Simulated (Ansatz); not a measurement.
# Phonon calculation of AlB2NH3SF

System: AlB2NH3SF.
Method: RKS PBE0-D4/def2-SVP (Ansatz 0.2.0).

It belongs to a series of runs on one base structure; here: vibrations at the highest image of the band. Figures and captions count atoms from 1; the log counts them from 0 in places.

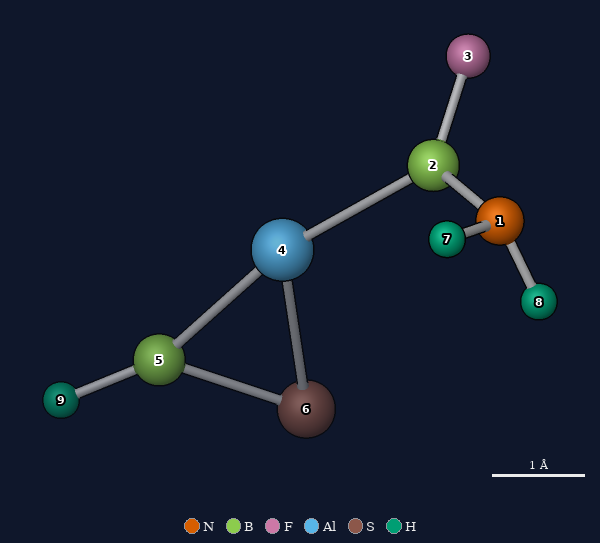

Figure 1. The structure as given in the input (ball-and-stick view, seen at a tilt; atoms are numbered from 1 in the order of the input). Sticks mark near contacts. Bond lengths as drawn: Al–B 2.02 to 2.15 Å, Al–S 2.27 Å, B–F 1.33 Å, B–H 1.20 Å, B–N 1.45 Å, B–S 1.78 Å and H–N 1.02 Å.

Input file:
```yaml
crystal:
  periodic: [false, false, false]
  atoms:
    - { symbol: "N", position_ang: [0.129317, -2.102667, 0.873523] }
    - { symbol: B, position_ang: [0.940306, -0.914681, 0.701581] }
    - { symbol: F, position_ang: [2.233703, -0.99078, 0.989503] }
    - { symbol: Al, position_ang: [0.18289, 0.964013, -0.007327] }
    - { symbol: B, position_ang: [-0.756396, 2.509973, -0.91698] }
    - { symbol: S, position_ang: [-0.404421, 1.296303, -2.171238] }
    - { symbol: H, position_ang: [-0.632165, -1.980031, 1.539993] }
    - { symbol: H, position_ang: [-0.303277, -2.404399, 0.000186] }
    - { symbol: H, position_ang: [-1.301358, 3.576071, -1.026341] }
basis:
  gaussian: { orbitals: def2-SVP }
hamiltonian:
  xc: pbe0
  dispersion: d4
phonons: {}
```

Run on 2 threads of Intel Xeon @ 2.90GHz (Ice Lake), 16 GiB of memory available, shared host.

Launch command:
```bash
ansatz run input.yaml --threads 2 --pin off --max-ram 3072MiB --backend cpu --events-out ev --progress --plain --runs-dir out
```

What the program printed:
```
Engine: ansatz 0.2.0, x86_64-unknown-linux-gnu
Functional definition: PBE0
  parameter a = 0.25
  parameter kappa = 0.804
  parameter beta = 0.06672455060314922
  exchange = (1 - a)*pbe_x(kappa = kappa, mu = beta*pi^2/3) + a*exact_x
  correlation = pbe_c(beta = beta)
1135 factors; integrals over basis functions are off by at most 5.2e-4 eV
mean field evaluation 1: about -23012.9461 eV, gradient 5.5e1 eV
mean field evaluation 2: about -23002.4179 eV, gradient 8.3e1 eV
mean field evaluation 4: about -23019.7059 eV, gradient 5.3e0 eV
mean field evaluation 8: about -23019.8264 eV, gradient 5.1e-1 eV
mean field evaluation 16: about -23019.8272 eV, gradient 7.0e-5 eV
mean field -23019.82719214 eV, -845.9630459119 hartree, gradient 7.0e-5 eV, S^2 0.000000; 0 other end points of the search recorded, 0 dependent functions left out
the calculation of the forces begins
reference -23019.82722113 eV, -845.9630469773 hartree; 29, 29 occupied and 78, 78 virtual orbitals, 1135 factors
these checks for a lower state are left out or cut short: stability, starts, cluster_reference, orbital_swaps, neighbouring_geometries, increment
1135 factors; integrals over basis functions are off by at most 5.2e-4 eV
mean field -23019.82704576 eV, -845.9630405326 hartree, gradient 1.7e-6 eV, S^2 0.000000; 0 other end points of the search recorded, 0 dependent functions left out
[... from here on the field's lines of each further geometry are left out, up to the last ...]
the calculation of the forces begins
reference -23019.82719845 eV, -845.9630461436 hartree; 29, 29 occupied and 78, 78 virtual orbitals, 1135 factors
these checks for a lower state are left out or cut short: stability, starts, cluster_reference, orbital_swaps, neighbouring_geometries, increment
1135 factors; integrals over basis functions are off by at most 5.2e-4 eV
mean field -23019.82720032 eV, -845.9630462124 hartree, gradient 2.2e-6 eV, S^2 0.000000; 0 other end points of the search recorded, 0 dependent functions left out
the calculation of the forces begins
reference -23019.82722931 eV, -845.9630472778 hartree; 29, 29 occupied and 78, 78 virtual orbitals, 1135 factors
WARN: phonons: modes at or below zero, which the zero-point energy, F, S and C_V leave out: 1, the lowest at -529.63 cm⁻¹. A minimum has none, and a first-order saddle one
Total energy: -23020.00164940 eV, -845.9694570981 hartree
Atom 0 at     0.129317    -2.102667     0.873523 Å, force     0.002917    -0.001432    -0.016110 eV/Å
Atom 1 at     0.940306    -0.914681     0.701581 Å, force    -0.003144    -0.000643     0.008083 eV/Å
Atom 2 at     2.233703    -0.990780     0.989503 Å, force     0.001327     0.001403    -0.000380 eV/Å
Atom 3 at     0.182890     0.964013    -0.007327 Å, force    -0.005388     0.000578    -0.008891 eV/Å
Atom 4 at    -0.756396     2.509973    -0.916980 Å, force     0.002402     0.004932     0.017678 eV/Å
Atom 5 at    -0.404421     1.296303    -2.171238 Å, force     0.003152    -0.006559    -0.003071 eV/Å
Atom 6 at    -0.632165    -1.980031     1.539993 Å, force     0.001113     0.005016     0.003035 eV/Å
Atom 7 at    -0.303277    -2.404399     0.000186 Å, force    -0.001559    -0.003537     0.005780 eV/Å
Atom 8 at    -1.301358     3.576071    -1.026341 Å, force    -0.000821     0.000242    -0.006123 eV/Å
Dipole moment:    -0.236099    -0.272852     0.289105 e Å
Vibrations: -529.63 41.90 59.25 76.64 237.65 283.52 396.80 423.56 537.98 601.22 662.84 665.95 819.71 850.26 878.13 1103.22 1327.71 1545.97 2681.39 3550.57 3625.97 cm⁻¹, zero-point energy 1.262794 eV
```

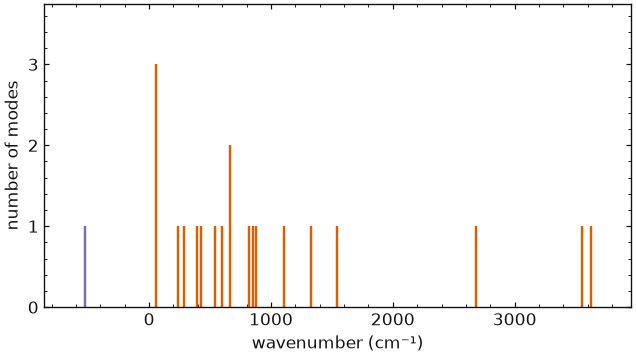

Figure 2. Harmonic vibrational wavenumbers from the force constants; neighbouring modes closer than 19 cm⁻¹ are counted in one stick, and imaginary ones are drawn at negative wavenumbers. 21 modes from 530i to 3626 cm⁻¹, 1 imaginary beyond 8i (530i cm⁻¹): a first-order saddle point, if the geometry is stationary.

Summary:

- outcome: converged
- total energy: −23020.0016 eV
- mean-field energy: −23019.8272 eV
- largest force (length of the vector): 0.019 eV/Å
- wall time: 2.4 min (CPU time 4.4 min)
- peak memory: 0.25 GiB
